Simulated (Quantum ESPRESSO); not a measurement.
# Energy and gap at +3 % biaxial strain: In2O2, 1 layer

**Set-up.** Quantum ESPRESSO 7.5 driven by ASE, PBE, GBRV ultrasoft, ESM (bc1); atomic heights clamped; cell area 10.299 Å² at zero strain.

```
strain (%)  energy (meV a cell)  gap on the mesh (eV)
        −3               112.76                 0.314
      −1.5                23.06                 0.336
         0                 0.00                 0.350
      +1.5                34.41                 0.358
```

One more run was made and is withheld. What are energy and gap at +3 %, and how stiff is the sheet?

**Fit.** About zero, E'' = (23.06 + 34.41 − 2 × 0.00)/1.5² = 25.54 meV per %² and E' = (34.41 − 23.06)/3 = 3.78 meV per %. With E = A K ε², where K = (C11 + C22)/2 + C12 (C11 + C12 for a hexagonal sheet), K = 25.54 × 10/(2 × 10.299) × 16.02 = 199 N/m. The parabola gives E(+3 %) = 0.00 + 3 × (3.78) + 4.5 × 25.54 = 126.3 meV. Continuing the last slope, the gap is 2 × 0.358 − 0.350 = 0.366 eV.

What the calculation gave: E = 118.3 meV and the gap 0.360 eV. The parabola misses by +8.0 meV, too high, since bonds soften under tension. The gap's line misses by +0.006 eV.

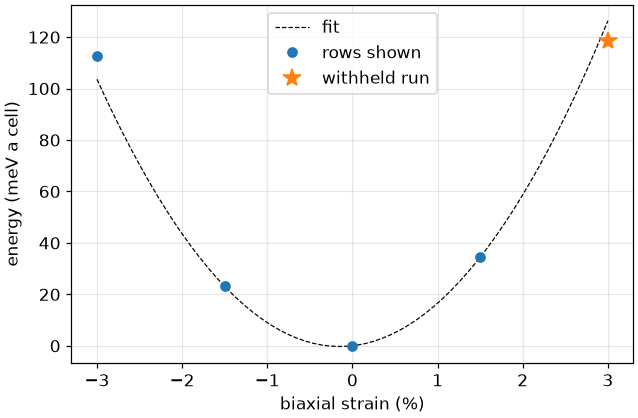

The rows shown, the fit and the withheld run.

**Limits.** Clamped heights stiffen sheets with several planes. Semilocal gap, no spin-orbit coupling.

[Logs are printed without paths, hosts, clocks, repeated set-up lines and the standing remarks that a program may print on its own settings, such as how far it seeks lower states.]
